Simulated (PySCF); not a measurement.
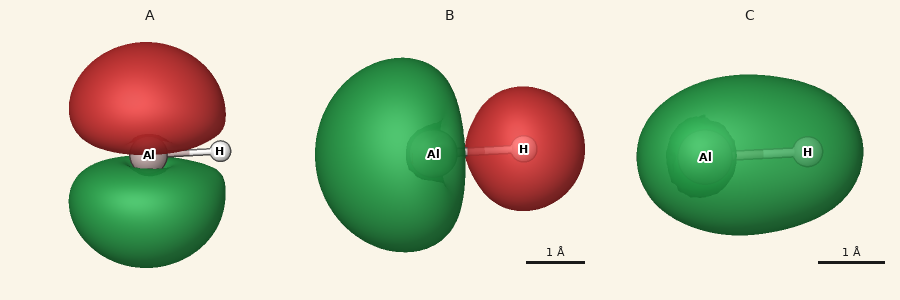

*AlH (charge +1, doublet). Three frontier α-spin orbitals, each drawn at the value that holds 80 % of its norm (green and red are the two phases), in no order; of a degenerate pair one member is drawn.*

The calculation used PBE0/def2-TZVP, non-relativistic Hamiltonian with scalar-relativistic core potentials where named, at a bond length of 1.623 Å (PySCF 2.14.0).

> Label each orbital by symmetry, say whether it is occupied, and order them by energy.

Orbital C: σ, occupied in this spin, −18.37 eV; shared between the atoms (Al 60 %, H 40 %).
Orbital B: σ, occupied in this spin, −14.11 eV; mainly on Al (80 %).
Orbital A: π, empty in this spin, −8.55 eV; almost wholly on Al.
